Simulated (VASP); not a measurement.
Band structure of Ni (fcc). Level of theory: PBE GGA with D4 dispersion, VASP's PBE PAW potentials (set 64) (plane waves; VASP).

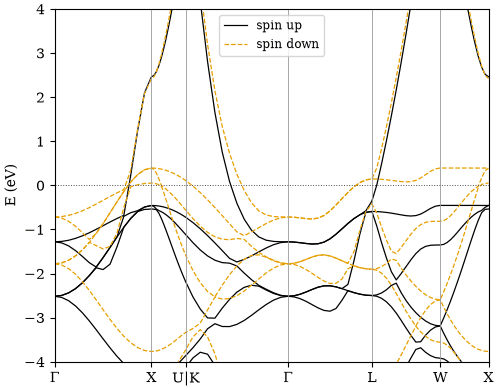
Figure: Bands along high-symmetry lines, zero at the valence-band maximum or, without a gap, the Fermi level

Problem. Read the plot: is there a gap, and where are the band edges?

Solution. It has no gap at this level: it comes out as a metal or semimetal. (Edges off the drawn lines would not show.)

The compound is Ni in the fcc structure. It was relaxed first.
